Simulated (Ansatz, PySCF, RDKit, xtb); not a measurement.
**CH5F3InN: ranking a sample of isomers, part 1 of 2**

A sample of isomers of CH5F3InN is drawn. Aim: find which of them has the lowest free energy at 298.15 K, then its properties. The sample is small against all isomers, and the most stable one of this formula need not be in it. One structure proposed beforehand is put among the starts (marked given), to see whether the search confirms or beats it.

The funnel: GFN2-xTB relaxations, single points with a density functional, relaxations at PBE0-D4/def2-SVP, harmonic vibrations (at GFN2-xTB), and a last energy at a higher level. All values are calculated.

### 1 Candidates

Isomers were drawn by moving bonds and hydrogen atoms under normal valences; this is a sample, not all of them. O–O, O–halogen and N–halogen bonds and N–N–N chains are not drawn. That gives 10 candidates.

```tsv
label	SMILES	spin
c022	[F][InH2-][NH2+]C(F)F	singlet
c051	[NH3+][In-]([F])([F])[CH2]F	singlet
c197	FC(F)(F)[NH2+][InH3-]	singlet
c406	[NH3+][In@H-]([F])[CH](F)F	singlet
c415	[NH3+][CH2][In-]([F])([F])[F]	singlet
c534	C[NH2+][In-]([F])([F])[F]	singlet
c725	[NH3+][C@H](F)[InH-]([F])[F]	singlet
c928	FC[NH2+][InH-]([F])[F]	singlet
c983	[NH3+][C](F)(F)[InH2-][F]	singlet
c988	[NH3+][InH2-][C](F)(F)F	singlet
```

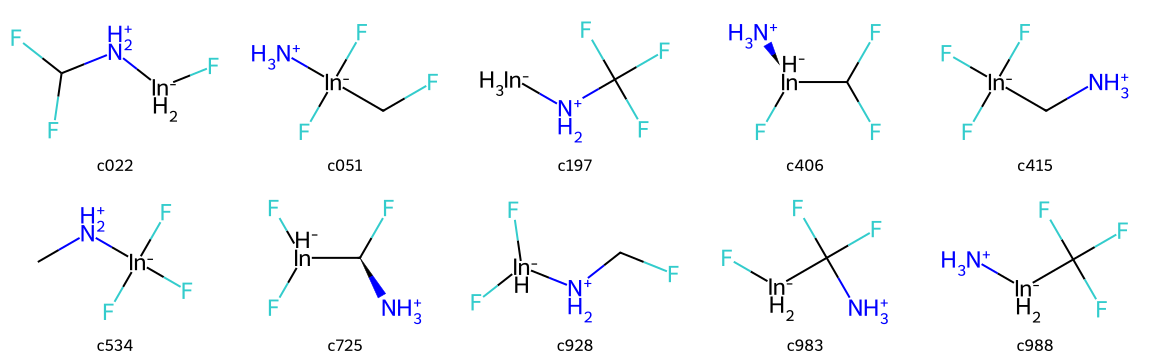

Structural formulas of the candidates.

Candidates are built by distance geometry, with a force field where one applies, in up to four conformers (letters a to d).

### 2 Search with GFN2-xTB

All 14 starts are relaxed the same way. One of them, c022b (drawn by moving bonds, embedded by distance geometry and UFF), in full:

The input, start.xyz:

```xyz
11
c022b
C      0.357839     1.155312     0.647281
F      3.771549    -0.428377     1.027320
F     -0.514613     0.006995     0.323087
F      1.276681     1.315070    -0.270331
In     2.158508    -0.793301     2.043913
N      0.912366     0.940169     2.000572
H      2.604099    -1.138140     3.725882
H      1.294935    -2.177682     1.324288
H      1.467970     1.786318     2.217151
H      0.140908     0.868843     2.637770
H     -0.318190     2.045270     0.684067
```

Command:

```
$ xtb start.xyz --gfn 2 --opt
```

What it wrote, shortened:

```text
* xtb version 6.7.1
[...]
          :  # basis functions                  35          :
[...]
          :  # electrons                        38          :
[...]
          :  Hamiltonian                  GFN2-xTB          :
[...]
          :  net charge                          0          :
          :  unpaired electrons                  0          :
[...]
   *** convergence criteria satisfied after 12 iterations ***
[...]
   *** GEOMETRY OPTIMIZATION CONVERGED AFTER 30 ITERATIONS ***
[...]
   *** convergence criteria satisfied after 3 iterations ***
[...]
         ::                     SUMMARY                     ::
         :::::::::::::::::::::::::::::::::::::::::::::::::::::
         :: total energy             -23.069917835574 Eh    ::
         :: gradient norm              0.000537352373 Eh/a0 ::
         :: HOMO-LUMO gap              5.646365354550 eV    ::
         ::.................................................::
         :: SCC energy               -23.164560549333 Eh    ::
         :: -> isotropic ES            0.076412874780 Eh    ::
         :: -> anisotropic ES          0.004432263969 Eh    ::
         :: -> anisotropic XC         -0.003749513487 Eh    ::
         :: -> dispersion             -0.005991955543 Eh    ::
         :: repulsion energy           0.094642713758 Eh    ::
         :: add. restraining           0.000000000000 Eh    ::
         :: total charge              -0.000000000000 e     ::
         :::::::::::::::::::::::::::::::::::::::::::::::::::::
[...]
        19        2.0000           -0.4083788             -11.1126 (HOMO)
        20                         -0.2008787              -5.4662 (LUMO)
[...]
     #   Z          covCN         q      C6AA      α(0)
     1   6 C        3.531     0.370    16.141     5.904
     2   9 F        0.686    -0.402    13.563     4.348
     3   9 F        0.857    -0.177    10.993     3.917
     4   9 F        0.844    -0.151    10.733     3.870
     5  49 In       3.247     0.184   274.543    31.262
     6   7 N        3.122    -0.290    27.463     7.783
     7   1 H        0.909    -0.033     3.695     3.007
     8   1 H        0.910    -0.018     3.385     2.878
     9   1 H        0.860     0.250     0.884     1.473
    10   1 H        0.860     0.203     1.093     1.638
    11   1 H        0.922     0.064     2.155     2.296
[...]
     #   Z sym  total        # sym  WBO       # sym  WBO       # sym  WBO
 ---------------------------------------------------------------------------
     1   6 C    3.868 --     6 N    1.059     4 F    0.959    11 H    0.934
                             3 F    0.920
     2   9 F    1.056 --     5 In   0.911
     3   9 F    1.159 --     1 C    0.920     5 In   0.133
     4   9 F    1.185 --     1 C    0.959     5 In   0.124
     5  49 In   2.859 --     2 F    0.911     8 H    0.737     7 H    0.730
                             6 N    0.209     3 F    0.133     4 F    0.124
     6   7 N    3.235 --     1 C    1.059    10 H    0.936     9 H    0.904
                             5 In   0.209
     7   1 H    0.999 --     5 In   0.730     8 H    0.191
     8   1 H    1.000 --     5 In   0.737     7 H    0.191
     9   1 H    0.938 --     6 N    0.904
    10   1 H    0.959 --     6 N    0.936
[...]
molecular dipole:
                 x           y           z       tot (Debye)
 q only:       -1.456       1.327       0.353
   full:       -1.539       1.609       0.333       5.722
molecular quadrupole (traceless):
[...]
          | TOTAL ENERGY              -23.069917835574 Eh   |
          | GRADIENT NORM               0.000537352373 Eh/α |
          | HOMO-LUMO GAP               5.646365354550 eV   |
           -------------------------------------------------
[...]
```

Run time: 0.14 s. Hardware: 2 threads of Intel Xeon Platinum 8488C (Sapphire Rapids), shared host.

### 3 The minima found

14 of the 14 relaxations converged; 1 ended on a minimum already found. 13 distinct structures remain:

```tsv
label	start	SMILES after	spin	energy (kcal/mol)	note
c534a	given	[CH3][NH2][In]([F])([F])[F] ‡	singlet	0.0	
c928a	drawn	[F][CH2][NH2][InH]([F])[F] ‡	singlet	16.4	
c415a	drawn	[NH3][CH2][In]([F])([F])[F] ‡	singlet	17.8	
c928b	drawn	[F][CH2][NH2][InH]([F])[F] ‡	singlet	19.7	
c051a	drawn	[NH3][In]([F])([F])[CH2][F] ‡	singlet	24.0	
c725a	drawn	[NH3][CH]([F])[InH]([F])[F] ‡	singlet	39.1	
c022b	drawn	[F][InH2].[NH2][CH]([F])[F] ‡	singlet	43.5	loosely bound
c022a	drawn	[F][InH2].[NH2][CH]([F])[F] ‡	singlet	44.9	loosely bound
c022c	drawn	[F][InH2].[NH2][CH]([F])[F] ‡	singlet	47.6	loosely bound
c406a	drawn	[NH3][InH]([F])[CH]([F])[F] ‡	singlet	51.9	
c983a	drawn	[NH3][C]([F])([F])[InH2][F] ‡	singlet	71.6	
c197a	drawn	[InH3].[NH2][C]([F])([F])[F] ‡	singlet	78.7	loosely bound
c988a	drawn	[NH3][InH2][C]([F])([F])[F] ‡	singlet	80.3
```

‡ marks the bonded skeleton alone, with all bonds drawn single: no Lewis structure was assigned that passes a check against the bond lengths.

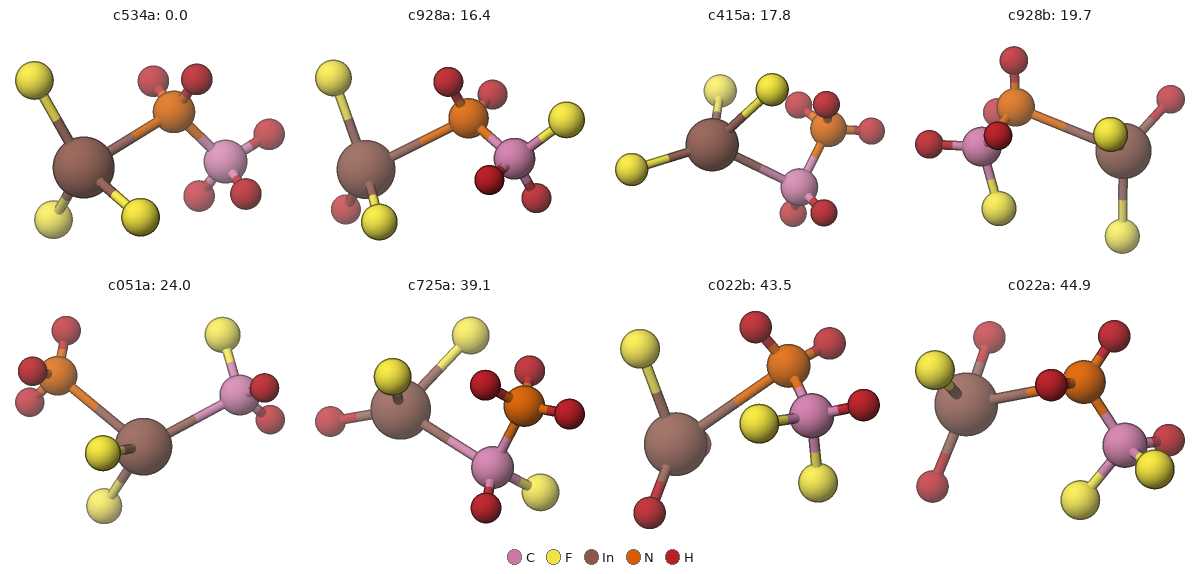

The 8 lowest minima that did not fall apart, with their GFN2-xTB energies in kcal/mol.

### 4 Single points on the low minima

A choice of the minima (the low ones first, few conformers of a pattern, up to a cap) and the lowest that fell apart get a single point at r2SCAN-D4/def2-SVP on the tight-binding geometry, and one at HF/STO-3G for comparison. The lowest singlets are also tried as triplets at the same geometry (label ending in t). The first, c534a:

The input, input.yaml:

```yaml
crystal:
  periodic: [false, false, false]
  atoms:
    - symbol: C
      position_ang: [0.047187, -1.150076, 0.840563]
    - symbol: F
      position_ang: [-2.078781, 0.333491, -1.431785]
    - symbol: F
      position_ang: [0.695144, 2.192683, -2.015200]
    - symbol: F
      position_ang: [-0.785737, 2.214210, 1.035133]
    - symbol: In
      position_ang: [-0.609014, 1.438145, -0.755116]
    - symbol: "N"
      position_ang: [0.699635, -0.290253, -0.148789]
    - symbol: H
      position_ang: [0.682625, -1.992987, 1.126837]
    - symbol: H
      position_ang: [-0.887820, -1.522036, 0.420784]
    - symbol: H
      position_ang: [-0.191148, -0.554397, 1.721872]
    - symbol: H
      position_ang: [1.570077, 0.089096, 0.218563]
    - symbol: H
      position_ang: [0.923131, -0.814876, -0.992363]
basis:
  gaussian:
    orbitals: def2-SVP
output:
  orbitals: {seedname: orbitals}
scf:
  lower_state_search: "off"
hamiltonian:
  xc: r2scan
  dispersion: d4
```

Command:

```
$ ansatz run input.yaml --threads 2 --pin off --max-ram 5220MiB --events-out events.jsonl --progress --plain --runs-dir runs
```

What it wrote, shortened:

```text
Warning: RAYON_NUM_THREADS=2 ignored (pool sized by the plan → 2); use --threads N
Functional definition: r2SCAN
  name "r2SCAN"
[...]
1380 factors; their error is unknown
[...]
mean field -15924.38947022 eV, -585.2105190916 hartree, gradient 3.5e-6 eV, S^2 0.000000; 0 other end points of the search recorded, 0 dependent functions left out
reference -15924.38948856 eV, -585.2105197656 hartree; 33, 33 occupied and 88, 88 virtual orbitals, 1380 factors
Total energy: -15924.44151101 eV, -585.2124315555 hartree
Checks for a lower state left out: stability, starts, cluster_reference, orbital_swaps, neighbouring_geometries, increment
```

Run time: 1.5 s. Hardware: 2 threads of Intel Xeon Platinum 8488C (Sapphire Rapids), shared host; peak memory 0.17 GiB.

Relative energies in kcal/mol, each column from its lowest structure that stays in one piece:

```tsv
label	SMILES	spin	GFN2-xTB	HF/STO-3G	r2SCAN-D4/def2-SVP
c534a	[CH3][NH2][In]([F])([F])[F] ‡	singlet	0.0	0.0	0.0
c415a	[NH3][CH2][In]([F])([F])[F] ‡	singlet	17.8	61.4	19.8
c928a	[F][CH2][NH2][InH]([F])[F] ‡	singlet	16.4	12.5	23.7
c051a	[NH3][In]([F])([F])[CH2][F] ‡	singlet	24.0	13.0	24.8
c928b	[F][CH2][NH2][InH]([F])[F] ‡	singlet	19.7	17.1	30.8
c415at	[NH3][CH2][In]([F])([F])[F] ‡	triplet	–	–	119.1
c534at	[CH3][NH2][In]([F])([F])[F] ‡	triplet	–	–	127.1
c928at	[F][CH2][NH2][InH]([F])[F] ‡	triplet	–	–	163.8
```

‡ marks the bonded skeleton alone, with all bonds drawn single: no Lewis structure was assigned that passes a check against the bond lengths.

### 5 Patterns that tight binding lost

Some ordinary bonding patterns rearranged or fell apart under GFN2-xTB. Their starts are relaxed at r2SCAN-D4/def2-SVP instead (label ending in r). The first, c197ar:

The input, input.yaml:

```yaml
crystal:
  periodic: [false, false, false]
  atoms:
    - {symbol: C, position_ang: [0.608201, 0.704438, -0.423991]}
    - {symbol: F, position_ang: [1.791313, 1.395100, -0.512635]}
    - {symbol: F, position_ang: [0.843434, -0.617943, -0.663631]}
    - {symbol: F, position_ang: [-0.248547, 1.212781, -1.403277]}
    - {symbol: In, position_ang: [-1.811106, -0.100488, 1.073607]}
    - {symbol: N, position_ang: [0.037409, 0.904938, 0.881174]}
    - {symbol: H, position_ang: [-0.125217, 1.933161, 1.032421]}
    - {symbol: H, position_ang: [0.729822, 0.565783, 1.617004]}
    - {symbol: H, position_ang: [-2.998358, 0.496865, -0.151200]}
    - {symbol: H, position_ang: [-2.519247, 0.183107, 2.726943]}
    - {symbol: H, position_ang: [-1.558718, -1.878273, 0.839592]}
basis:
  gaussian:
    orbitals: def2-SVP
hamiltonian:
  xc: r2scan
  dispersion: d4
scf:
  lower_state_search: "off"
relax:
  f_tol: 0.01
output: {orbitals: {seedname: orbitals}}
```

Command:

```
$ ansatz run input.yaml --threads 2 --pin off --max-ram 5220MiB --events-out events.jsonl --progress --plain --runs-dir runs
```

What it wrote, shortened:

```text
Warning: RAYON_NUM_THREADS=2 ignored (pool sized by the plan → 2); use --threads N
[...]
[... 2 set-up lines as earlier in the session ...]
[...]
1380 factors; their error is unknown
[...]
mean field -15920.28911012 eV, -585.0598336372 hartree, gradient 7.9e-7 eV, S^2 0.000000; 0 other end points of the search recorded, 0 dependent functions left out
[...]
reference -15920.28912518 eV, -585.0598341908 hartree; 33, 33 occupied and 88, 88 virtual orbitals, 1380 factors
relax step   1: F+E_penalty+E_count = -15920.34399735 eV  Δ(F+E_penalty+E_count) = +0.000e0 eV  max|allowed force component| = 4.285e0 eV/Å  Δτ_max = 0.0000 Å  (18 SCF iters, accepted)
[...]
relax step   7: F+E_penalty+E_count = -15921.47928969 eV  Δ(F+E_penalty+E_count) = -2.015e-4 eV  max|allowed force component| = 4.164e-2 eV/Å  Δτ_max = 0.0158 Å  (20 SCF iters, accepted)
[...]
Atom 2 at     0.950768    -0.517342    -0.694111 Å, force     0.000960     0.001345    -0.001537 eV/Å
Atom 3 at    -0.091557     1.252764    -1.408036 Å, force     0.002390    -0.000461    -0.000924 eV/Å
Atom 4 at    -2.179893    -0.304969     1.129643 Å, force    -0.000580     0.001068     0.002196 eV/Å
Atom 5 at     0.010620     0.871771     0.809581 Å, force    -0.002256    -0.002409    -0.001136 eV/Å
Atom 6 at    -0.191818     1.854116     1.009633 Å, force     0.001525    -0.000079     0.001815 eV/Å
Atom 7 at     0.608687     0.510926     1.556649 Å, force    -0.000231     0.001255     0.001669 eV/Å
Atom 8 at    -3.041263     0.515192    -0.128771 Å, force     0.000409    -0.000885     0.000103 eV/Å
Atom 9 at    -2.257388     0.336492     2.748943 Å, force     0.000038    -0.000146    -0.000872 eV/Å
Atom 10 at    -1.583277    -1.914980     0.904684 Å, force    -0.000038     0.000632    -0.000046 eV/Å
Dipole moment:     0.526678     0.409602     0.234011 e Å
Checks for a lower state left out: stability, starts, cluster_reference, orbital_swaps, neighbouring_geometries, increment
```

Wall time 18 s (2 threads of Intel Xeon Platinum 8488C (Sapphire Rapids), shared host); peak memory 0.18 GiB.

Energies at r2SCAN-D4/def2-SVP after that relaxation, from the lowest structure of the screen (which was not relaxed at this level):

```tsv
label	SMILES	spin	energy (kcal/mol)
c197ar	[F][C]([F])([F])[NH2][InH3] ‡	singlet	68.3
```

‡ marks the bonded skeleton alone, with all bonds drawn single: no Lewis structure was assigned that passes a check against the bond lengths.

### 6 Refinement at PBE0-D4/def2-SVP

3 candidates are relaxed at PBE0-D4/def2-SVP (chosen among the lowest in one piece). The first, c534a:

The input, input.yaml:

```yaml
crystal:
  periodic: [false, false, false]
  atoms:
    - {symbol: C, position_ang: [0.047187, -1.150076, 0.840563]}
    - {symbol: F, position_ang: [-2.078781, 0.333491, -1.431785]}
    - {symbol: F, position_ang: [0.695144, 2.192683, -2.015200]}
    - {symbol: F, position_ang: [-0.785737, 2.214210, 1.035133]}
    - {symbol: In, position_ang: [-0.609014, 1.438145, -0.755116]}
    - {symbol: N, position_ang: [0.699635, -0.290253, -0.148789]}
    - {symbol: H, position_ang: [0.682625, -1.992987, 1.126837]}
    - {symbol: H, position_ang: [-0.887820, -1.522036, 0.420784]}
    - {symbol: H, position_ang: [-0.191148, -0.554397, 1.721872]}
    - {symbol: H, position_ang: [1.570077, 0.089096, 0.218563]}
    - {symbol: H, position_ang: [0.923131, -0.814876, -0.992363]}
basis:
  gaussian: {orbitals: def2-SVP}
relax: {f_tol: 0.006}
scf: {lower_state_search: "off"}
hamiltonian: {xc: pbe0, dispersion: d4}
```

Command:

```
$ ansatz run input.yaml --threads 2 --pin off --max-ram 5220MiB --events-out events.jsonl --progress --plain --runs-dir runs
```

What it wrote, shortened:

```text
Warning: RAYON_NUM_THREADS=2 ignored (pool sized by the plan → 2); use --threads N
[...]
Functional definition: PBE0
  name "PBE0"
[...]
1382 factors; integrals over basis functions are off by at most 3.0e-4 eV
[...]
mean field -15916.54911895 eV, -584.9223914970 hartree, gradient 6.4e-6 eV, S^2 0.000000; 0 other end points of the search recorded, 0 dependent functions left out
[...]
reference -15916.54916149 eV, -584.9223930602 hartree; 33, 33 occupied and 88, 88 virtual orbitals, 1382 factors
relax step   1: F+E_penalty+E_count = -15916.72562648 eV  Δ(F+E_penalty+E_count) = +0.000e0 eV  max|allowed force component| = 2.438e-1 eV/Å  Δτ_max = 0.0000 Å  (14 SCF iters, accepted)
[...]
relax step   7: F+E_penalty+E_count = -15916.76029905 eV  Δ(F+E_penalty+E_count) = -3.900e-4 eV  max|allowed force component| = 1.548e-2 eV/Å  Δτ_max = 0.0082 Å  (15 SCF iters, accepted)
[...]
Atom 2 at     0.509247     2.399264    -2.082358 Å, force    -0.000388     0.000324     0.000037 eV/Å
Atom 3 at    -0.732470     2.119605     1.052654 Å, force     0.000379    -0.000345    -0.000074 eV/Å
Atom 4 at    -0.551916     1.414680    -0.769742 Å, force    -0.000126    -0.000150    -0.000219 eV/Å
Atom 5 at     0.769705    -0.333426    -0.151383 Å, force     0.003603     0.000387    -0.000162 eV/Å
Atom 6 at     0.578383    -1.999475     1.191618 Å, force     0.000417    -0.000405     0.000002 eV/Å
Atom 7 at    -0.924950    -1.448612     0.369613 Å, force     0.000724     0.000169    -0.000105 eV/Å
Atom 8 at    -0.234037    -0.470777     1.682163 Å, force     0.000868     0.000832    -0.001006 eV/Å
Atom 9 at     1.647914     0.008725     0.241643 Å, force    -0.002558    -0.001156    -0.002148 eV/Å
Atom 10 at     1.014513    -0.896181    -0.967560 Å, force     0.000196     0.001741     0.002125 eV/Å
Dipole moment:     0.753186    -0.982938     0.342986 e Å
Checks for a lower state left out: stability, starts, cluster_reference, orbital_swaps, neighbouring_geometries, increment
```

Run time: 23 s. Hardware: 2 threads of Intel Xeon Platinum 8488C (Sapphire Rapids), shared host; peak memory 0.29 GiB.

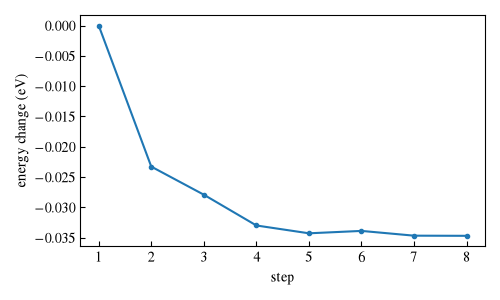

Energy along the run, all evaluated steps.

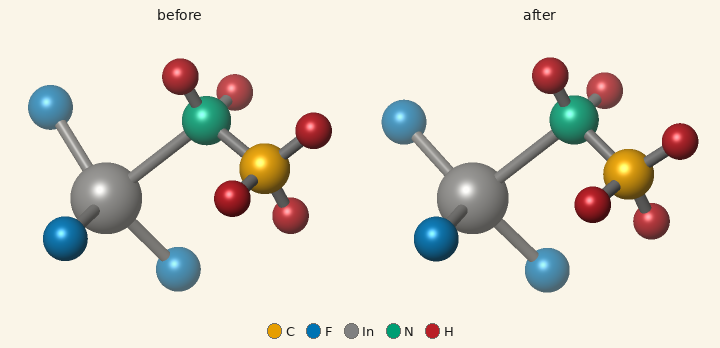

Before and after, at one scale.

After the run. Bond lengths: F2–In5 1.963 Å, F3–In5 1.954 Å, F4–In5 1.962 Å, C1–N6 1.472 Å, In5–N6 2.277 Å, C1–H7 1.100 Å, C1–H8 1.098 Å, C1–H9 1.098 Å, N6–H10 1.021 Å, N6–H11 1.021 Å. Some angles: F2–In5–F3 119.5°, F2–In5–F4 115.4°, F2–In5–N6 94.3°, F3–In5–F4 119.5°, F3–In5–N6 104.7°, F4–In5–N6 94.4°, C1–N6–In5 107.3°, C1–N6–H10 111.3°, C1–N6–H11 111.3°, In5–N6–H10 110.3°.

### 7 After refinement

```tsv
label	spin	r2SCAN-D4/def2-SVP (kcal/mol)	PBE0-D4/def2-SVP, relaxed (kcal/mol)	time
c534a	singlet	0.0	0.0	23 s
c415a	singlet	19.8	17.0	28 s
c928a	singlet	23.7	20.5	33 s
```

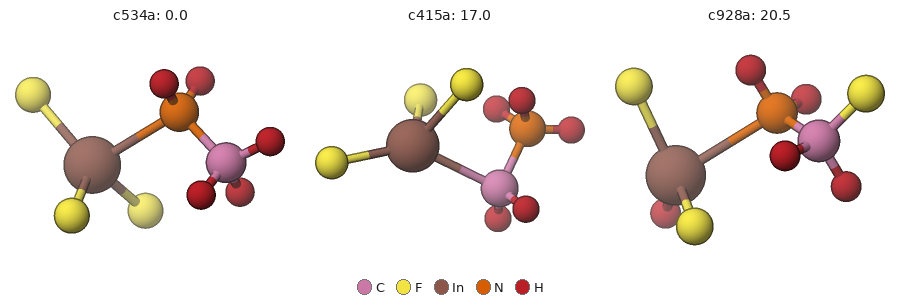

The relaxed structures, with energies at PBE0-D4/def2-SVP in kcal/mol.

### 8 Vibrations and thermal terms

The lowest few in one piece go on as finalists. In this search the thermal terms come from GFN2-xTB at its own nearest minimum. The first, c534a:

The input, start.xyz:

```xyz
11
c534a
C      0.015555    -1.123957     0.835037
F     -2.026646     0.273154    -1.381186
F      0.509247     2.399264    -2.082358
F     -0.732470     2.119605     1.052654
In    -0.551916     1.414680    -0.769742
N      0.769705    -0.333426    -0.151383
H      0.578383    -1.999475     1.191618
H     -0.924950    -1.448612     0.369613
H     -0.234037    -0.470777     1.682163
H      1.647914     0.008725     0.241643
H      1.014513    -0.896181    -0.967560
```

Command:

```
$ xtb start.xyz --gfn 2 --ohess tight
```

What it wrote, shortened:

```text
* xtb version 6.7.1
[...]
          :  # basis functions                  35          :
[...]
          :  # electrons                        38          :
[...]
          :  Hamiltonian                  GFN2-xTB          :
[...]
          :  net charge                          0          :
          :  unpaired electrons                  0          :
[...]
   *** convergence criteria satisfied after 12 iterations ***
[...]
   *** GEOMETRY OPTIMIZATION CONVERGED AFTER 16 ITERATIONS ***
[...]
   *** convergence criteria satisfied after 3 iterations ***
[...]
         ::                     SUMMARY                     ::
         :::::::::::::::::::::::::::::::::::::::::::::::::::::
         :: total energy             -23.139216699839 Eh    ::
         :: gradient norm              0.000050359047 Eh/a0 ::
         :: HOMO-LUMO gap              3.628270790068 eV    ::
         ::.................................................::
         :: SCC energy               -23.240531985262 Eh    ::
         :: -> isotropic ES            0.087451183300 Eh    ::
         :: -> anisotropic ES          0.002300680283 Eh    ::
         :: -> anisotropic XC          0.002657060855 Eh    ::
         :: -> dispersion             -0.005465552535 Eh    ::
         :: repulsion energy           0.101315285423 Eh    ::
         :: add. restraining           0.000000000000 Eh    ::
         :: total charge              -0.000000000000 e     ::
         :::::::::::::::::::::::::::::::::::::::::::::::::::::
[...]
        19        2.0000           -0.4732697             -12.8783 (HOMO)
        20                         -0.3399332              -9.2501 (LUMO)
[...]
molecular dipole:
                 x           y           z       tot (Debye)
 q only:        1.359      -2.212       0.945
   full:        1.526      -2.170       0.825       7.061
molecular quadrupole (traceless):
[...]
          | TOTAL ENERGY              -23.139216699839 Eh   |
          | TOTAL ENTHALPY            -23.060345431305 Eh   |
          | TOTAL FREE ENERGY         -23.109995362157 Eh   |
          | GRADIENT NORM               0.000050389523 Eh/α |
[...]
```

Run time: 0.24 s. Hardware: 2 threads of Intel Xeon Platinum 8488C (Sapphire Rapids), shared host.

### 9 Zero-point energy and free-energy terms

As xtb prints them, at 298.15 K, with its own treatment of low modes:

```tsv
label	SMILES	spin	lowest mode (cm⁻¹)	zero-point (kcal/mol)	G − E (kcal/mol)
c534a	[CH3][NH2][In]([F])([F])[F] ‡	singlet	17	42.1	18.3
c415a	[NH3][CH2][In]([F])([F])[F] ‡	singlet	87	42.3	20.2
c928a	[F][CH2][NH2][InH]([F])[F] ‡	singlet	41	40.3	17.4
```

‡ marks the bonded skeleton alone, with all bonds drawn single: no Lewis structure was assigned that passes a check against the bond lengths.

(Continued in part 2 of 2.)
